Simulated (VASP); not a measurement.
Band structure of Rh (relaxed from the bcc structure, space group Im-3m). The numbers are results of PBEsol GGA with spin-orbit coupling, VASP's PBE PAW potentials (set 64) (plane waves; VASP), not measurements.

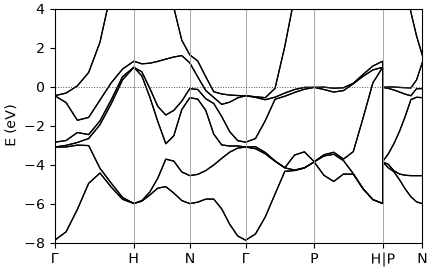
Bands along high-symmetry lines, zero at the valence-band maximum or, without a gap, the Fermi level

### Question
Read the plot: is there a gap, and where are the band edges?

### Answer
It has no gap at this level: it comes out as a metal or semimetal.

The structure was generated: Rh was put into the bcc type (Im-3m), which need not be its known phase. It was relaxed first.
